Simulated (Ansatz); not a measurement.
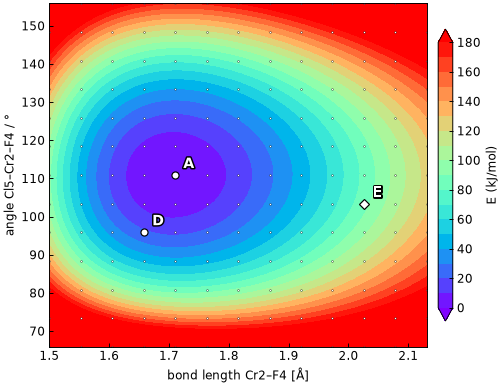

ClCrFO₂, SMILES [O]=[Cr](=[O])([F])[Cl]. The first coordinate is: bond length Cr2–F4; the second: angle Cl5–Cr2–F4. Nothing is relaxed (all other coordinates rigid). Grid: 13 × 13 points. Energies: kJ/mol, counted from the lowest grid point. The calculation used Ansatz, RKS PBE-D4/def2-SVP.

Drawn: filled contours, dots at the grid points, one colour for all values above the top of the scale, lettered points. Between grid points the surface is interpolated.

> Rank the lettered points by energy, lowest first.

A (0 kJ/mol), D (22 kJ/mol), E (86 kJ/mol).

> What kind of point is each of A, D, E: minimum, saddle, maximum or slope?

A: minimum; D: on a slope; E: on a slope. (In these two coordinates alone; a stationary point may lie a little off the grid point.)
